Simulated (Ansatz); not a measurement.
# Fields on a plane of VSi2 (space group P6_422)

```
VSi2
1.0
    4.52315     0.00000     0.00000
   -2.26158     3.91716     0.00000
    0.00000     0.00000     6.32003
V Si
3 6
Direct
  0.00000   0.50000   0.33333
  0.50000   0.00000   0.00000
  0.50000   0.50000   0.66667
  0.83679   0.67358   0.00000
  0.16321   0.83679   0.66667
  0.32642   0.16321   0.33333
  0.16321   0.32642   0.00000
  0.83679   0.16321   0.66667
  0.67358   0.83679   0.33333
```

The slice is a (0001) plane (indices of the conventional cell) through the point (0.163, 0.837, 0.667) (fractional), spanned by u = [110] and v = [1 -1 0] in vectors of this cell: u (4.52 Å) and v (7.83 Å, at 90° to u). It covers one period; positions are fractions (u, v).

Atoms on it: V at (0.00, 0.34); V at (0.50, 0.84); Si at (0.00, 0.00); Si at (0.50, 0.50); Si at (0.00, 0.67); Si at (0.50, 0.17).

Level of theory: PBEsol (plane waves to 420 eV, PAW, scalar-relativistic; Ansatz, a program for electronic structure). k mesh 12×12×8. Near the nuclei the fields are pseudised (PAW); where an atom keeps semicore shells as valence, they peak there. VSi2 is run without spin polarisation. VSi2 was relaxed with its symmetry unable to fall.

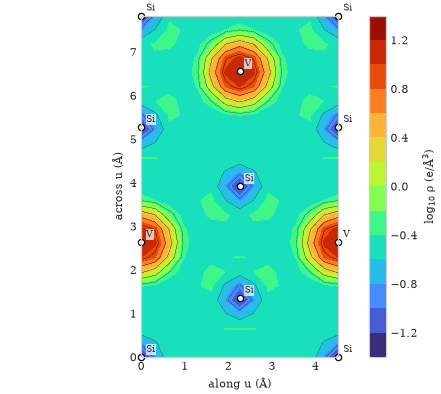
Fig. 1. Log₁₀ of the valence density in e/Å³, one period of the plane, atoms marked. The scale is logarithmic, as a density can span decades between atoms and voids.

```tsv
v \ u	0.00	0.14	0.29	0.43	0.57	0.71	0.86
0.88	x	7.1	1.9	x	x	1.9	7.1
0.75	x	x	6.4	x	x	6.4	x
0.62	x	x	8.2	3.7	3.7	8.2	x
0.50	7.1	9.3	x	x	x	x	9.3
0.38	x	x	8.2	3.5	3.5	8.2	x
0.25	x	x	5.9	x	x	5.9	x
0.12	x	7.0	3.6	x	x	3.6	7.0
0.00	x	x	8.6	8.0	8.0	8.6	x
```

Values: electrostatic potential energy of an electron, from the cell's mean, in eV. Points within 1 Å of a nucleus are blanked (x), as the pseudised field means little there. The zero, the cell's mean, hangs on the PAW cores.
